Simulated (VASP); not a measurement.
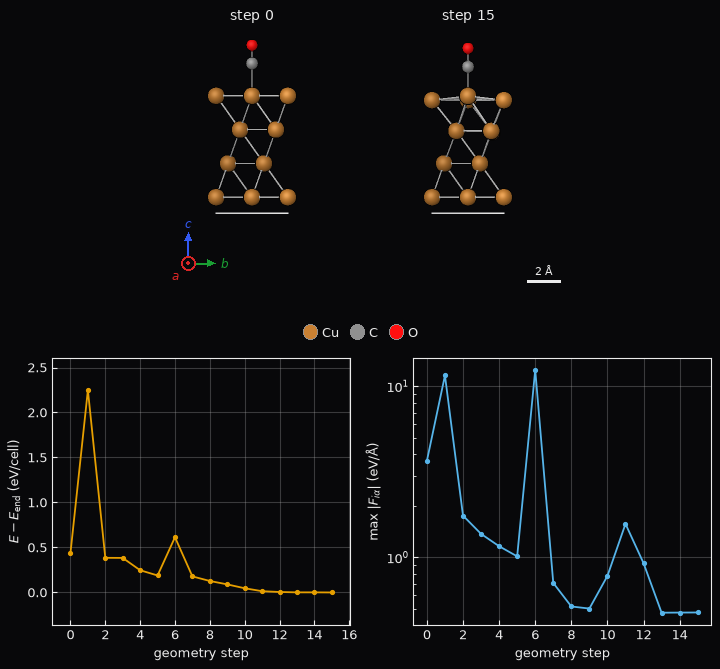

First and last geometry of a relaxation of a slab of composition Cu16CO, with the history of the run. Style: ball-and-stick. Shown: the cell of the calculation, outlined in the plane, without the vacuum (origin shifted), along the a axis.

The run lets the atoms move in a fixed cell. 8 atoms are held fixed.

All numbers below come from Kohn-Sham DFT of a periodic cell, LDA, VASP PAW LDA potentials, recommended in VASP 6.6.1.

Input file:
```
SYSTEM = Cu16CO
  PREC = Accurate
  ENCUT = 400
  EDIFF = 1E-6
  ISMEAR = 1
  SIGMA = 0.1
  LREAL = Auto
  LASPH = .True.
  NELM = 80
  ALGO = Normal
  ISIF = 2
  LWAVE = .False.
  LCHARG = .False.
  GGA = CA
  IBRION = 2
  NSW = 120
  EDIFFG = -0.03
  ISYM = 0
  KPAR = 4
```

Launched with:
```bash
cat potpaw_LDA.64/Cu/POTCAR potpaw_LDA.64/C/POTCAR potpaw_LDA.64/O/POTCAR > POTCAR
mpirun -np 4 vasp_std > vasp.out
```

Q: What do the curves and the structures tell?

A: The run was cut off at its time limit before the relaxation converged, so the last structure is only a point on the way. Over 15 geometry steps the energy falls by 0.438 eV per cell of the calculation. Largest force component: 3.7 eV/Å at the start, 0.48 eV/Å at the end. The largest moves, 0.27 Å, are those of Cu atoms. Largest moves by element: Cu 0.27 Å, C 0.21 Å, O 0.19 Å. The cell stays as it was. Some distances before and after: C–Cu 1.997 → 1.800 Å, Cu–Cu 2.553 → 2.413 Å, Cu–Cu 2.553 → 2.444 Å, Cu–Cu 2.553 → 2.478 Å. At step 1 the optimiser overshot: the energy rose above the start, and later steps came back.
